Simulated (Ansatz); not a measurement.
# BCl$_{2}$F···F (doublet): what the fields show

| atom | x (Å) | y (Å) | z (Å) |
| --- | --- | --- | --- |
| B | 0.2092 | 0.0241 | 0.0205 |
| F | 0.7256 | 0.1098 | 1.2489 |
| Cl | 1.3176 | -0.0752 | -1.3272 |
| Cl | -1.5199 | 0.0186 | -0.1909 |
| F | -0.7325 | -0.0772 | 2.9686 |

All numbers below come from Ansatz 0.2.0, UKS r2SCAN/cc-pVDZ.

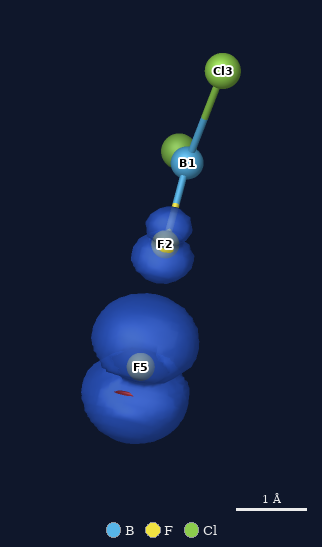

Figure 1. Isosurfaces of the spin density at +0.03 (blue) and −0.03 e/Å³ (red), seen at an oblique angle.

**Describe the spin distribution.**

The unpaired spin (1 electron) lies mostly on F5 (about 0.9), in electrons by Hirshfeld's partition.

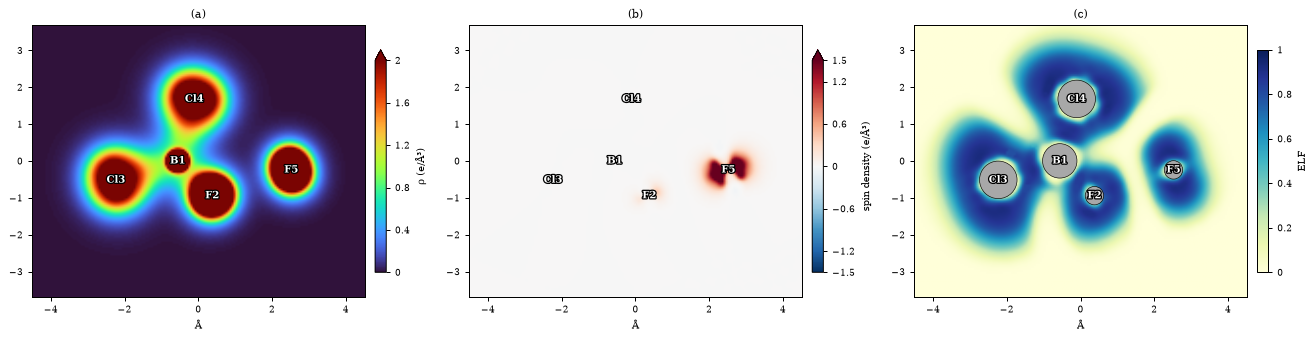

Figure 2. (a) total electron density; (b) spin density; (c) ELF on the molecular plane. Grey discs cover the atomic cores in the ELF map.

**Describe what can be read from this map.**

The section cuts through B, F and Cl sites.
F2···F5 (2.26 Å): the density falls to about 0.16 e/Å³ on the way; the ELF dips to about 0.05 between them.
B–F (1.34 Å): ρ at the midpoint is about 2 e/Å³; the ELF peaks at about 0.85 between the atoms; a shared but strongly polarised pair.
B–Cl (1.74 Å): ρ at the midpoint is about 1.4 e/Å³; the ELF peaks at about 0.90 between the atoms (a shared but strongly polarised pair).
The ELF also peaks beside F2, Cl3 and Cl4, away from the bonds: non-bonding electrons, paired or unpaired.

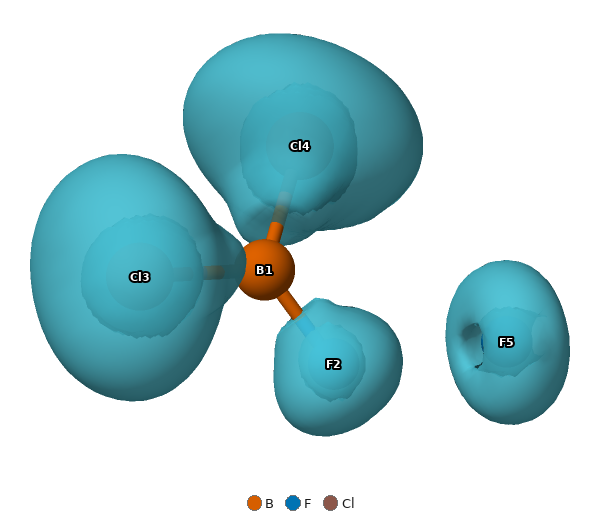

Figure 3. Isosurface of the ELF at 0.75 (cyan), seen at an oblique angle. Core shells and regions of very low density are left out.

**Describe the localisation domains.**

The surface consists of two regions on Cl in which the atom's valence shell and bonds are merged, one region on F in which the atom's valence shell and bonds are merged and one region wrapped around F (its valence shell).
